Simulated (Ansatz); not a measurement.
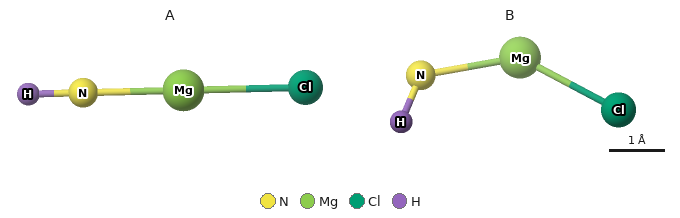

Two geometries of MgNHCl (multiplicity 2), drawn at one scale. One is the start of a relaxation, the other its converged end. Style: ball-and-stick. Shown at a tilt.

All numbers below come from Ansatz 0.2.0, UKS PBE0-D4/6-31G. Settings: collinear spin; force threshold 0.02 eV/Å; at most 40 steps.

Question: Which geometry has the lower energy?

Answer: Structure A is the relaxed one. The run prepares the start of a later molecular dynamics calculation, from a guessed geometry. The largest move after the best rigid fit is that of the H atom, 0.83 Å. Largest moves by element: H 0.83 Å, Mg 0.69 Å, Cl 0.68 Å, N 0.36 Å. Among the contacts that change: Cl–Mg 2.130 → 2.251 Å, Mg–N 1.866 → 1.850 Å, H–N 1.015 → 1.011 Å. Among the angles between lasting bonds that change: Mg–N–H 122.2° → 179.9°, N–Mg–Cl 137.2° → 180.0°. After 8 geometry steps the energy has fallen by 0.568 eV. The largest force component goes from 1.2 to 0.0075 eV/Å.

Limits of the set-up: the basis has no polarisation functions, which atoms past neon need.
